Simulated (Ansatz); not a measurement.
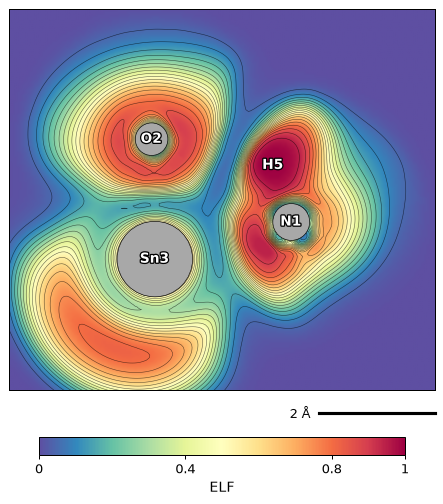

Figure. H$_{5}$NOSn. ELF on the plane of atoms N1, Sn3 and O2. Grey discs cover the atomic cores.

Geometry: B3LYP-D3(BJ)/def2-SVP; core potentials replace the inner electrons of Sn.

These are results of isolated molecule in a Gaussian basis; Kohn-Sham density functional theory, functional PBE0 (Ansatz 0.2.0), not measurements.

```tsv
atom	x (Å)	y (Å)	z (Å)
N	-0.6181	-1.3859	-0.6496
O	2.0379	-0.7701	-1.3313
Sn	0.5519	-0.9966	-2.7631
H	-0.9451	-2.3284	-0.4342
H	0.2786	-1.2151	-0.1732
H	-1.3096	-0.7115	-0.3203
H	0.7336	-2.8034	-2.8500
H	2.5665	-1.5752	-1.2431
```

Q: Describe what can be read from this map.

A: The section cuts through N, O, Sn and H sites.
Sn–O (2.08 Å): the ELF peaks at about 0.85 in the valence shell of O, 0.6 Å from its nucleus, and drops to about 0.15 between the two atoms.
Sn–N (2.45 Å): the ELF peaks at about 0.90 in the valence shell of N, 0.7 Å from its nucleus, and drops to about 0.15 between the two atoms.
N–H (1.03 Å): the ELF climbs to about 1 towards the hydrogen, as it does in any bond to H (an ordinary covalent bond to hydrogen).
The ELF also peaks beside O2, away from the bonds: lone-pair regions.
